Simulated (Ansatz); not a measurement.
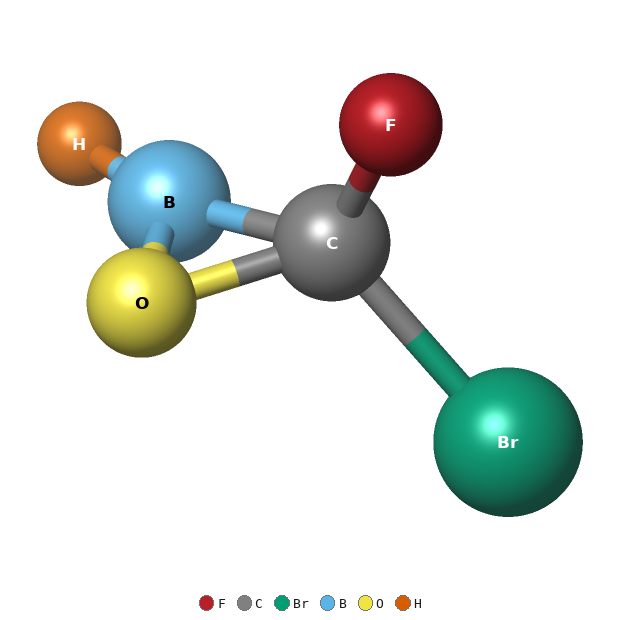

The picture shows a molecular structure as a ball-and-stick model. Every bond is drawn as one stick, whatever its order.

The geometry was computed by an optimisation with PBE0-D4/def2-TZVP.

What is the molecular formula?

CHBBrFO, 6 atoms: 1 carbon, 1 hydrogen, 1 boron, 1 bromine, 1 fluorine and 1 oxygen.

Which point group does it belong to?

C1.

Name some functional groups or characteristic bonds that it holds.

Among them: C–F bond, C–Br bond, B–H bond.

Give a SMILES string for it.

F[C@]1(Br)BO1

More results for the same structure follow; atom numbers are the same in all pictures, views and colours differ.

Charges

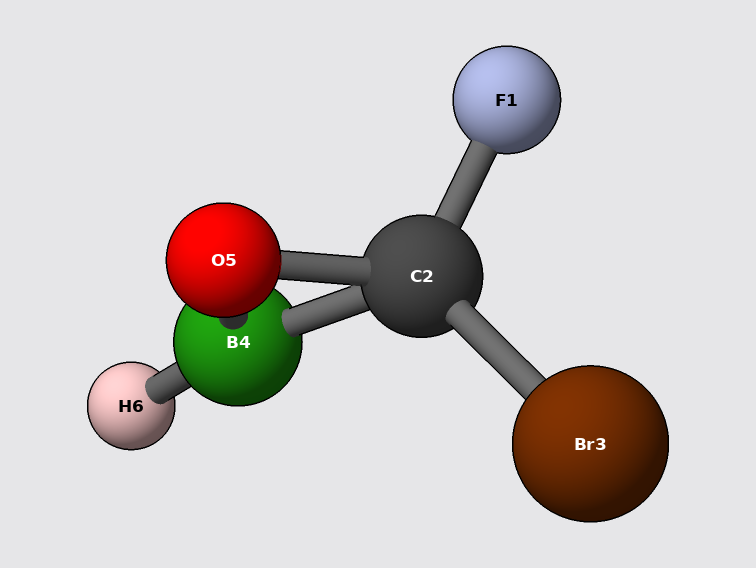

The questions are on Mulliken charges. Properties computed with RKS r2SCAN-D4/def2-TZVPP (Ansatz 0.2.0).

Give the Mulliken charges atom by atom.

```
atom  value (e)
  F1      −0.16
  C2       0.33
 Br3      −0.06
  B4       0.05
  O5      −0.20
  H6       0.05
```

Electronic properties

Properties computed with RKS revPBE-D4/def2-TZVPP (Ansatz 0.2.0).

What does the calculation give?

- HOMO energy (Kohn–Sham orbital): −6.77 eV
- LUMO energy (Kohn–Sham orbital): −2.37 eV
- HOMO–LUMO gap: 4.40 eV

Dipole moment

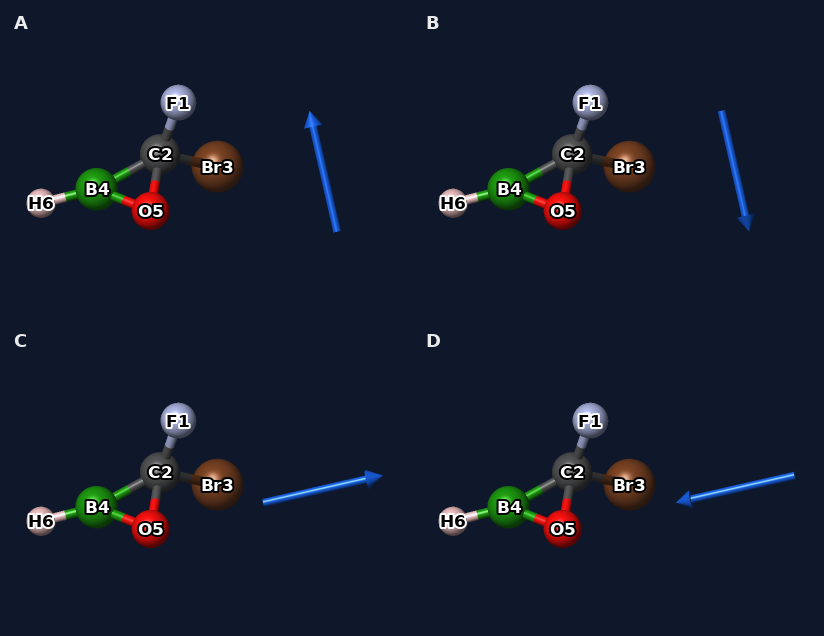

The same molecule four times, each with an arrow. Properties computed with RKS PBE0-D4/def2-TZVP (Ansatz 0.2.0).

Which arrow points along the dipole moment, from the negative to the positive end?

D. The dipole moment is 1.88 D; it points from the side of F1, Br3 to the side of H6 (the outermost atoms at the two ends).

Mulliken values depend strongly on the basis set and can even reverse the polarity of a bond.
